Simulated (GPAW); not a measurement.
# Run report: SiNH₃, geometry relaxation (part 1 of 5)

System: SiNH₃, SMILES N[SiH].
Method: LDA (PW92)/plane waves, scalar-relativistic datasets (GPAW 26.7.0).

The geometry comes from this level: GFN2-xTB.

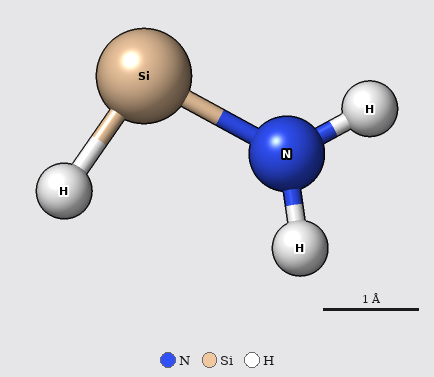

Figure 1. The structure as given in the input (ball-and-stick view, seen on its broad side).

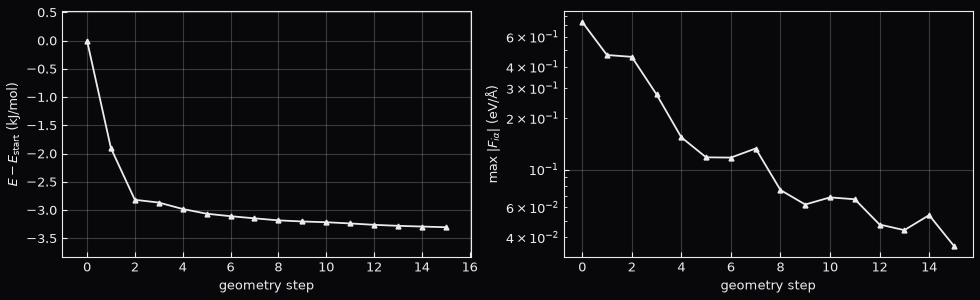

Figure 2. Progress of the relaxation, step by step (steps are counted from 0).

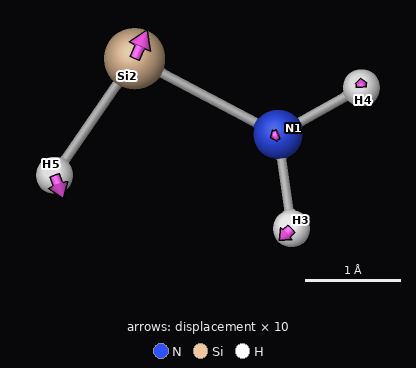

Figure 3. The starting structure with the displacements as pink arrows, magnified 10 times (ball-and-stick view, seen on its broad side). The two geometries are laid on each other by the best rigid fit. Si2 moves most after the best rigid fit: 0.035 Å. Largest moves by element: Si 0.035 Å, H 0.028 Å, N 0.010 Å. Among the contacts that change: Si2–H5 1.494 → 1.544 Å, N1–H3 1.011 → 1.020 Å. Among the angles that change: N1–Si2–H5 96.3° → 93.8°. After 15 geometry steps the energy has fallen by 3.30 kJ/mol. The largest force component goes from 0.73 to 0.036 eV/Å. (Atoms are counted from 1 in the order of the input.)

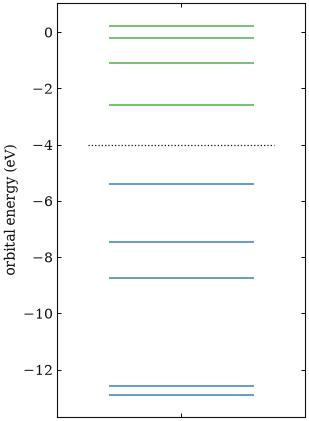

Figure 4. Orbital energies near the frontier; the dotted line parts filled from empty levels, and levels within 0.02 eV of each other stand side by side. Highest filled −5.40 eV, lowest empty −2.59 eV, 2.81 eV apart.

The input that produced these results follows, with the program's output.

The input (molecule.py)
```python
import numpy as np
from ase import Atoms
from ase.io import write
from ase.optimize import FIRE2
from ase.units import Bohr
from gpaw import GPAW, PW

positions_bohr = np.array(
              [[ -0.564423,  -0.886792,   0.232323],
               [  0.010299,   2.258261,   0.736483],
               [  0.357291,  -2.017358,  -1.000043],
               [ -1.907697,  -1.847340,   1.172991],
               [  2.104512,   2.493229,  -1.141754]])
molecule = Atoms(["N", "Si", "H", "H", "H"], positions=positions_bohr * Bohr)
molecule.center(vacuum=4.5)

gpaw_calc = GPAW(mode=PW(600), xc="LDA", maxiter=100, symmetry="off", txt="-")
molecule.calc = gpaw_calc

opt = FIRE2(molecule, trajectory="molecule.traj")
converged = opt.run(fmax=0.05, steps=100)
print("Converged:", converged)
print(f"Final energy: {molecule.get_potential_energy():.5f} eV")
print(f"r(Si1-N0)               {molecule.get_distance(1, 0):.4f} Ang")
print(f"r(H2-N0): {molecule.get_distance(2, 0):.4f} Ang")
write("relaxed.xyz", molecule)
```

Launched with:
```bash
python molecule.py > molecule.log
```

The program's output
```
__  _  _
 | _ |_)|_||  |
 |__||  | ||/\| - 26.7.0

units:  Angstrom and eV
cores:  1
OpenMP: False

Versions:
  Python: 3.12.14
  ASE:    3.29.0
  Numpy:  2.5.5
  Scipy:  1.18.1
  Libxc:  7.0.0

        _gpaw.cpython-312-aarch64-linux-gnu.so

Input parameters:
  mode=PW(ecut=600.0),
  maxiter=100,
  symmetry=Symmetry(point_group=False, time_reversal=False),
  xc=XC(name='LDA')

Diagonalizing LCAO Hamiltonian
Converting LCAO to pw mode
        .--------------------------.
       /|                          |
      / |                          |
     /  |                          |
    /   |                          |
   /    |                          |
  /     |                          |
 *      |                          |
 |      |                          |
 |      |          Si              |
 |      |      H N   H             |
 |      |         H                |
 |      |                          |
 |      .--------------------------.
 |     /                          /
 |    /                          /
 |   /                          /
 |  /                          /
 | /                          /
 |/                          /
 *--------------------------*

Atoms  # Å, Bohr magnetons
|   | symbol |        x |        y |        z |    initial magnetic moments |
|---|--------|----------|----------|----------|-----------------------------|
| 0 |      N | 5.210830 | 5.098270 | 5.227130 | ( 0.0000,  0.0000,  0.0000) |
| 1 |     Si | 5.514960 | 6.762560 | 5.493920 | ( 0.0000,  0.0000,  0.0000) |
| 2 |      H | 5.698580 | 4.500000 | 4.574990 | ( 0.0000,  0.0000,  0.0000) |
| 3 |      H | 4.500000 | 4.589970 | 5.724910 | ( 0.0000,  0.0000,  0.0000) |
| 4 |      H | 6.623170 | 6.886900 | 4.500000 | ( 0.0000,  0.0000,  0.0000) |

Unit cell  # Å
| periodic |         x |         y |         z |   lengths |    angles |
|----------|-----------|-----------|-----------|-----------|-----------|
|       no | 11.123170 |  0.000000 |  0.000000 | 11.123170 | 90.000000 |
|       no |  0.000000 | 11.386900 |  0.000000 | 11.386900 | 90.000000 |
|       no |  0.000000 |  0.000000 | 10.224910 | 10.224910 | 90.000000 |

Number of symmetries: 1
Symmetry operations  # r_c * U_cc + t_c -> r_c
|   | kind |            matrix            |
|---|------|------------------------------|
| 0 |  E   |  1, 0, 0,  0, 1, 0,  0, 0, 1 |

BZ-sampling:
  Number of BZ points: 1
  Number of IBZ points: 1

  Monkhorst-Pack size: [1, 1, 1]
  Monkhorst-Pack shift: [0, 0, 0]

K-points  # in reciprocal-cell coordinates
|   |                                coordinates |     weight |
|---|--------------------------------------------|------------|
| 0 | (  0.00000000,   0.00000000,   0.00000000) | 1.00000000 |

Plane wave coefficients: 21633
Cutoff: 600.0 eV

Spin-components: 1 (collinear spins)
Bands:           11
Projectors:      19
Spin-degeneracy: 2
Datatype:        float64

  Storage: CPU
  Wave functions: 3_807_408 bytes (3_807_408 per core)
  Projectors: 9_345_456 bytes (9_345_456 per core)

Parallelization:
  kpt:    1
  domain: 1
  band:   1

Density:
  Valence electrons: 12.0
  Components: 1
  Grid points: [63 70 60]
  Charge: 0.0  # |e|

Potential:
  Grid points: [63 70 60]

species:
  N:
    name:    Nitrogen
    Z:       7.0
    valence: 5
    core:    2
    charge:  0.0  # [|e|]
    file:    N.LDA.gz
    compensation charges:
      type: gauss
      rc: 0.18  # [Å]
      lmax: 2
    cutoffs:
      filter: 1.11  # [Å]
      core: 0.96  # [Å]
    projectors
    | kind |    occ | energy [eV] | rcut [Å] |
    |------|--------|-------------|----------|
    |   2s |  2.000 |     -18.420 |    0.603 |
    |   2p |  3.000 |      -7.237 |    0.529 |
    |    s |        |       8.791 |    0.603 |
    |    p |        |      19.974 |    0.529 |
    |    d |        |       0.000 |    0.577 |

    Using partial waves for N as LCAO basis

  Si:
    name:    Silicon
    Z:       14.0
    valence: 4
    core:    10
    charge:  0.0  # [|e|]
    file:    Si.LDA.gz
    compensation charges:
      type: gauss
      rc: 0.33  # [Å]
      lmax: 2
    cutoffs:
      filter: 1.86  # [Å]
      core: 2.06  # [Å]
    projectors
    | kind |    occ | energy [eV] | rcut [Å] |
    |------|--------|-------------|----------|
    |   3s |  2.000 |     -10.878 |    1.058 |
    |   3p |  2.000 |      -4.162 |    1.058 |
    |    s |        |      16.334 |    1.058 |
    |    p |        |      23.049 |    1.058 |
    |    d |        |       0.000 |    1.058 |

    Using partial waves for Si as LCAO basis

  H:
    name:    Hydrogen
    Z:       1.0
    valence: 1
    core:    0
    charge:  0.0  # [|e|]
    file:    H.LDA.gz
    compensation charges:
      type: gauss
      rc: 0.15  # [Å]
      lmax: 2
    cutoffs:
      filter: 0.85  # [Å]
      core: 0.53  # [Å]
    projectors
    | kind |    occ | energy [eV] | rcut [Å] |
    |------|--------|-------------|----------|
    |   1s |  1.000 |      -6.353 |    0.476 |
    |    s |        |      20.858 |    0.476 |
    |    p |        |       0.000 |    0.476 |

    Using partial waves for H as LCAO basis

Reference energy: -9365.974501  # eV

eigensolver:
  PPCG
  Converge bands: occupied
  niter=2

density mixing:
  MSR1-Mixer
  Pratt-step length: 0.05
  Maximum mixing coefficient: 0.75
  Old densities: 10
  SVD Regularization: 0.005
  Good broyden scale: 1.0
  Trust region scale: 1.0
  Backstep threshold: 4.0
  History deletion threshold: 6.0
  Fourier metric: weight=20.0, sigma=0.015

occupation numbers:
  # Zero width

poisson solver:
  ecut: 4800.0  # eV

xc functional:
  name: None

Initialization done in: 0.787 s

convergence criteria:
- Maximum [total energy] change in last 3 cyles: 0.0005 eV / valence electron
- Maximum integral of absolute [dens]ity change: 0.0001 electrons / valence electron
- Maximum integral of absolute [eigenst]ate change: 4e-08 eV^2 / valence electron
maximum number of iterations: 100

SCF iterations
|iter     |     time |      energy | eigst |  dens |
|---------|----------|-------------|-------|-------|
|iter:   1| 00:00:01 |  -27.638005 | +0.40 |       |
|iter:   2| 00:00:02 |  -26.882742 | -1.33 | -0.54 |
|iter:   3| 00:00:02 |  -24.380416 | -0.47 | -0.58 |
|iter:   4| 00:00:03 |  -24.308537 | -1.44 | -1.17 |
|iter:   5| 00:00:04 |  -24.280763 | -2.06 | -1.44 |
|iter:   6| 00:00:05 |  -24.280726 | -3.69 | -2.12 |
|iter:   7| 00:00:05 |  -24.280820c| -4.81 | -2.55 |
|iter:   8| 00:00:06 |  -24.280816c| -5.61 | -3.26 |
|iter:   9| 00:00:07 |  -24.280816c| -7.04 | -3.81 |
|iter:  10| 00:00:07 |  -24.280816c| -7.58c| -4.39c|

Converged in 10 steps
SCF loop duration: 6.691 s (0.669 s/step)
Energy contributions relative to reference atoms: (reference = -9365.974501)

Energy contributions:
  Kinetic:          26.612194
  Coulomb:         -28.253533
  Zero:             -0.011522
  External:          0.000000
  Xc:              -22.627955
  Entropy:           0.000000
  Spinorbit:         0.000000
  ----------------------------
  Free energy:     -24.280816
  Extrapolated:    -24.280816

dipole moment: (-0.028717, -0.437568, -0.117119)  # |e|*Ang

Fermi level: -3.694
Eigenvalues  # (at kpt = [0.000, 0.000, 0.000])
| band index |      eig [eV] | occ [0-2] |
|------------|---------------|-----------|
|          0 |       -21.218 |     2.000 |
|          1 |       -12.732 |     2.000 |
|          2 |       -12.349 |     2.000 |
|          3 |        -8.726 |     2.000 |
|          4 |        -7.203 |     2.000 |
|          5 |        -5.051 |     2.000 |
|          6 |        -2.337 |     0.000 |
|          7 |        -0.780 |     0.000 |
|          8 |         0.065 |     0.000 |
|          9 |         0.561 |     0.000 |
|         10 |         0.682 |     0.000 |

Gap: 2.715 eV
Transition (v -> c):
  (s=0, k=0, n=5, [0.00, 0.00, 0.00]) -> (s=0, k=0, n=6, [0.00, 0.00, 0.00])
No difference between direct/indirect transitions
vacuum-level: 0.265  # V

Forces  # eV/Ang
|        x |        y |        z |
|----------|----------|----------|
|  0.41632 |  0.57332 | -0.18661 |  # N    0
| -0.73442 | -0.00403 |  0.68136 |  # Si   1
|  0.24362 | -0.22874 | -0.30365 |  # H    2
| -0.46252 | -0.20230 |  0.36383 |  # H    3
|  0.54016 | -0.14039 | -0.55022 |  # H    4

Force computation time: 0.447  # s
       Step     Time          Energy          fmax
FIRE2:    0 00:00:08      -24.280816        1.001823
        .--------------------------.
       /|                          |
      / |                          |
     /  |                          |
    /   |                          |
   /    |                          |
  /     |                          |
 *      |                          |
 |      |                          |
 |      |          Si              |
 |      |      H N   H             |
 |      |         H                |
 |      |                          |
 |      .--------------------------.
 |     /                          /
 |    /                          /
 |   /                          /
 |  /                          /
 | /                          /
 |/                          /
 *--------------------------*

Atoms  # Å, Bohr magnetons
|   | symbol |        x |        y |        z |    initial magnetic moments |
|---|--------|----------|----------|----------|-----------------------------|
| 0 |      N | 5.214993 | 5.104003 | 5.225264 | ( 0.0000,  0.0000,  0.0000) |
| 1 |     Si | 5.507616 | 6.762520 | 5.500734 | ( 0.0000,  0.0000,  0.0000) |
| 2 |      H | 5.701016 | 4.497713 | 4.571954 | ( 0.0000,  0.0000,  0.0000) |
| 3 |      H | 4.495375 | 4.587947 | 5.728549 | ( 0.0000,  0.0000,  0.0000) |
| 4 |      H | 6.628571 | 6.885496 | 4.494498 | ( 0.0000,  0.0000,  0.0000) |

Unit cell  # Å
| periodic |         x |         y |         z |   lengths |    angles |
|----------|-----------|-----------|-----------|-----------|-----------|
|       no | 11.123170 |  0.000000 |  0.000000 | 11.123170 | 90.000000 |
|       no |  0.000000 | 11.386900 |  0.000000 | 11.386900 | 90.000000 |
|       no |  0.000000 |  0.000000 | 10.224910 | 10.224910 | 90.000000 |

Initialization done in: 0.470 s

convergence criteria:
- Maximum [total energy] change in last 3 cyles: 0.0005 eV / valence electron
- Maximum integral of absolute [dens]ity change: 0.0001 electrons / valence electron
- Maximum integral of absolute [eigenst]ate change: 4e-08 eV^2 / valence electron
maximum number of iterations: 100

SCF iterations
|iter     |     time |      energy | eigst |  dens |
|---------|----------|-------------|-------|-------|
|iter:   1| 00:00:09 |  -24.304031 | -2.77 |       |
|iter:   2| 00:00:09 |  -24.303403 | -4.37 | -2.23 |
|iter:   3| 00:00:10 |  -24.301235c| -3.69 | -2.28 |
|iter:   4| 00:00:11 |  -24.300662c| -4.51 | -2.59 |
|iter:   5| 00:00:11 |  -24.300562c| -5.04 | -2.97 |
|iter:   6| 00:00:12 |  -24.300558c| -6.37 | -3.26 |
|iter:   7| 00:00:13 |  -24.300558c| -7.52c| -3.88 |
|iter:   8| 00:00:14 |  -24.300558c| -7.70c| -4.46c|

Converged in 8 steps
SCF loop duration: 5.184 s (0.648 s/step)
Energy contributions relative to reference atoms: (reference = -9365.974501)

Energy contributions:
  Kinetic:          25.681358
  Coulomb:         -27.575839
  Zero:             -0.011831
  External:          0.000000
  Xc:              -22.394246
  Entropy:           0.000000
  Spinorbit:         0.000000
  ----------------------------
  Free energy:     -24.300558
  Extrapolated:    -24.300558

dipole moment: (-0.038672, -0.442023, -0.109162)  # |e|*Ang

Fermi level: -3.693
Eigenvalues  # (at kpt = [0.000, 0.000, 0.000])
| band index |      eig [eV] | occ [0-2] |
|------------|---------------|-----------|
|          0 |       -21.179 |     2.000 |
|          1 |       -12.711 |     2.000 |
|          2 |       -12.302 |     2.000 |
|          3 |        -8.653 |     2.000 |
|          4 |        -7.218 |     2.000 |
|          5 |        -5.067 |     2.000 |
|          6 |        -2.319 |     0.000 |
|          7 |        -0.800 |     0.000 |
|          8 |         0.066 |     0.000 |
|          9 |         0.532 |     0.000 |
|         10 |         0.667 |     0.000 |

Gap: 2.748 eV
Transition (v -> c):
  (s=0, k=0, n=5, [0.00, 0.00, 0.00]) -> (s=0, k=0, n=6, [0.00, 0.00, 0.00])
No difference between direct/indirect transitions
vacuum-level: 0.265  # V

Forces  # eV/Ang
|        x |        y |        z |
|----------|----------|----------|
|  0.03678 | -0.00814 | -0.01510 |  # N    0
| -0.45726 |  0.13795 |  0.46974 |  # Si   1
|  0.16076 | -0.08430 | -0.17850 |  # H    2
| -0.06456 |  0.07276 |  0.08213 |  # H    3
|  0.33762 | -0.11908 | -0.35396 |  # H    4
```
